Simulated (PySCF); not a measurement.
SnN (doublet)

| atom | x (Å) | y (Å) | z (Å) |
| --- | --- | --- | --- |
| Sn | 0.0000 | 0.0000 | -0.2056 |
| N | 0.0000 | 0.0000 | 1.7604 |

⟨S²⟩ = 0.87, above the pure value of 0.75; core potentials replace the inner electrons of Sn.

The calculation used PySCF 2.14.0, PBE0/cc-pVTZ(-PP), non-relativistic Hamiltonian with scalar-relativistic core potentials where named, at a bond length of 1.966 Å.

Q: What can the converged electron density, electron localisation function and spin density tell about the bonding?

A: Sn–N (1.97 Å): the density is about 0.93 e/Å³ at the midpoint; the ELF peaks at about 0.90 in the valence shell of N, 0.6 Å from its nucleus, and drops to about 0.20 between the two atoms.
The unpaired spin (1 electron) lies mostly on N2 (about 1.1), in electrons by Hirshfeld's partition, with opposite, polarisation-induced spin on Sn1.

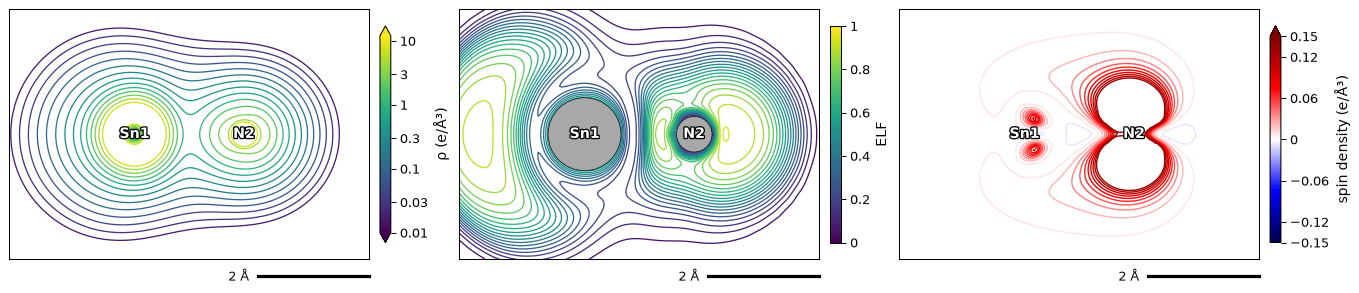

Computed electron density, electron localisation function and spin density on a plane that holds the molecular axis, in this order. Grey discs cover the atomic cores in the ELF map. 
